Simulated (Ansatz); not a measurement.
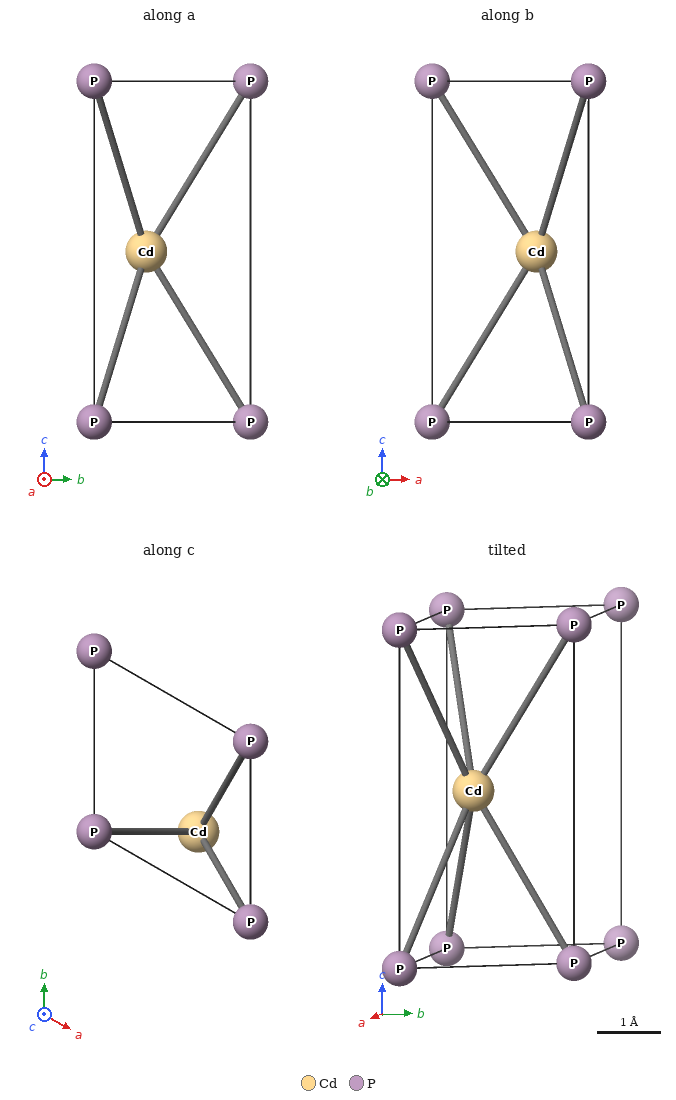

An orthographic ball-and-stick view of the structure, along the a axis, along the b axis, along the c axis and slightly off an axis. One conventional unit cell is outlined, and atoms on its boundary appear in each equivalent place.

Lattice parameters: a = 2.867 Å, b = 2.867 Å, c = 5.413 Å, α = 90.00°, β = 90.00°, γ = 120.00°. Put a along x and b in the xy plane.

> Give the atomic positions as a POSCAR file.

```
Cd P
1.0
     2.867    0.000    0.000
    -1.433    2.483    0.000
     0.000    0.000    5.413
Cd P
1 1
Direct
  0.6667 0.3333 0.5000
  0.0000 0.0000 0.0000
```

Provenance: a structure type filled with these elements by a generator (whether the compound takes this form wasn't checked). The final geometry of a relaxation with DFT PBE, scalar-relativistic, plane waves, PAW (Ansatz) is shown.
